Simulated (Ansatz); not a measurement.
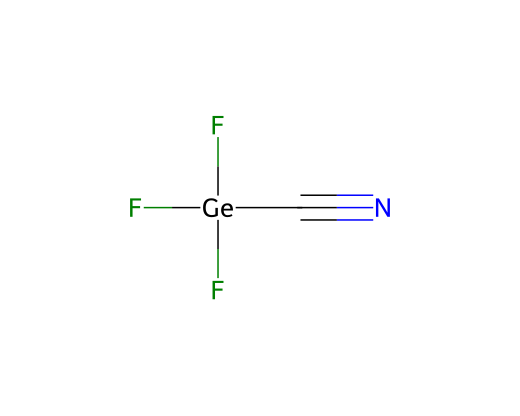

The drawing above gives the connectivity. The computed structure is the end point of a PBE0-D4/def2-TZVP optimisation.

Describe the 3D structure.

Formula CF3GeN. SMILES: `N#[C][Ge]([F])([F])[F]`. Among its groups: nitrile. This geometry has C3v symmetry. Coordination: 1 C linear; 1 Ge tetrahedral.

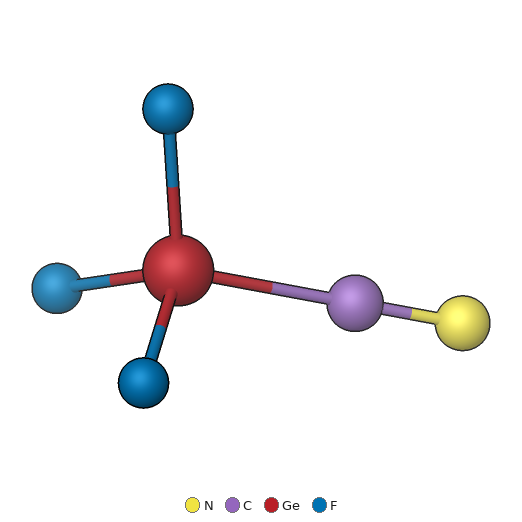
